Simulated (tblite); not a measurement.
# Geometry relaxation of C₄H₁₂BClSi₂ (part 3 of 3)

The same run, continued: C₄H₁₂BClSi₂; GFN2-xTB geometry optimisation, gas phase (tblite 0.8.0). It belongs to a series of runs on one base structure; here: BH inserted into a Si-C bond.

Geometry of the input (Å):
```
C  -2.2344  1.0543  -0.6757
C  -1.5844  -0.0918  0.0656
B  -0.5531  0.4373  1.1793
Si 1.2169  -0.2971  1.0842
C  2.4638  0.9951  0.6012
Cl 1.9953  1.7359  -0.9596
C  1.0129  -1.5931  -0.2354
Si -0.5809  -1.1734  -1.0982
H  -1.4788  1.6942  -1.1742
H  -2.9423  0.6571  -1.4396
H  -2.8352  1.6813  0.0277
H  -2.3590  -0.7165  0.5771
H  -0.8878  1.2207  2.0144
H  1.6010  -0.9315  2.3647
H  3.4603  0.5339  0.4927
H  2.5059  1.7826  1.3889
H  1.8661  -1.5776  -0.9375
H  0.9214  -2.6010  0.2413
H  -1.3319  -2.3920  -1.4508
H  -0.2608  -0.4076  -2.3081
```

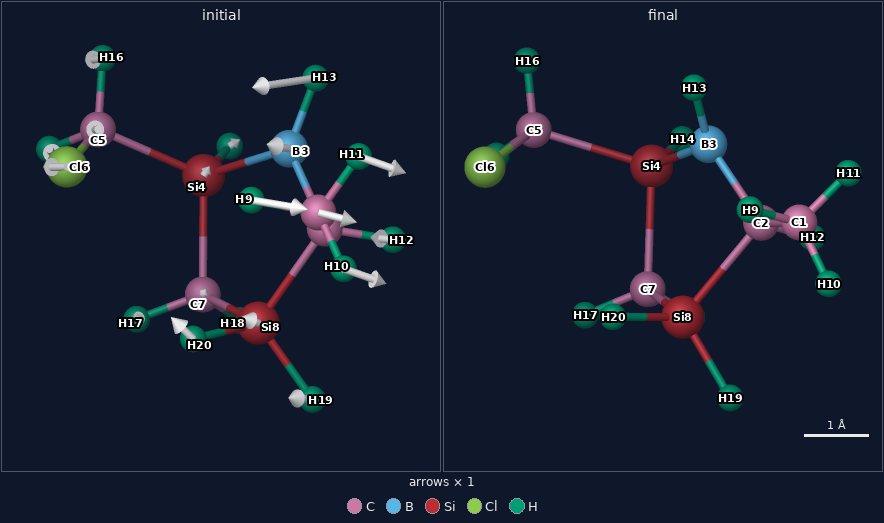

Figure 1. Before (left) and after (right) the relaxation, at one scale (ball-and-stick view, seen at a tilt). The white arrows give the displacements, at true length. The largest move after the best rigid fit is that of H13, 1.41 Å. By element the largest moves are H 1.41 Å, Cl 0.67 Å, C 0.63 Å, B 0.56 Å, Si 0.37 Å. Distances before and after: Si4–C5 1.860 → 1.929 Å, C2–Si8 1.879 → 1.944 Å, C2–B3 1.607 → 1.550 Å, B3–Si4 1.919 → 1.964 Å. Among the angles that change: B3–Si4–H14 111.1° → 126.5°, Si8–C2–H12 109.4° → 101.0°, C2–Si8–C7 107.5° → 99.4°. After 133 geometry steps the energy has fallen by 53.6 kJ/mol. The largest force component goes from 1.4 to 0.008 eV/Å. (Atoms are counted from 1 in the order of the input.)

## Summary

| quantity | value |
| --- | --- |
| outcome | converged |
| total energy | −649.7412 eV |
| wall time | 2.5 s |
| peak memory | 0.18 GiB |
